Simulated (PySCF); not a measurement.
H7NSi2, SMILES `[SiH3]N[SiH3]`.

Computed with PySCF, B3LYP/def2-SVPD, geometry: GFN2-xTB. No frequency check shows the geometry to be a minimum.

Cartesian coordinates (Å):

```
Si1     -1.5618    0.1386   -0.0043
N2      -0.0001   -0.6082    0.0473
Si3      1.5618    0.1386   -0.0043
H4      -2.5164   -0.9183    0.3325
H5      -1.8640    0.6847   -1.3336
H6      -1.5550    1.2176    0.9802
H7      -0.0000   -1.5919   -0.1684
H8       2.5164   -0.9183    0.3325
H9       1.5551    1.2176    0.9802
H10      1.8640    0.6847   -1.3336
```

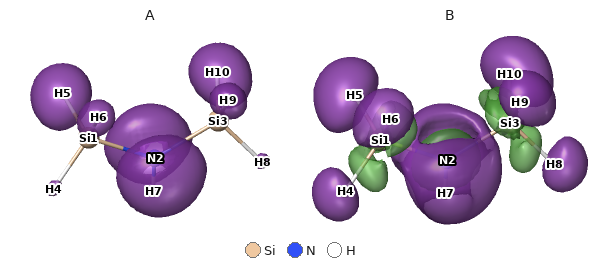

The Fukui function f⁻ from two separate SCF calculations and the density of the HOMO, at ±0.015 e/Å³ (purple positive, green negative).

### Which panel is which, and how good is the frozen-orbital picture?

B is f⁻ (it has negative regions), A the HOMO density. The HOMO lies on N2 (53 %), Si1 and Si3 (11 % each) and H5 and H10 (7 % each); f⁻ (Hirshfeld-condensed) is largest on N2 (0.24); the vertical ionisation energy is 9.43 eV. Relaxation shifts 28 % of the electron between atoms. The orbital energy is −7.17 eV.
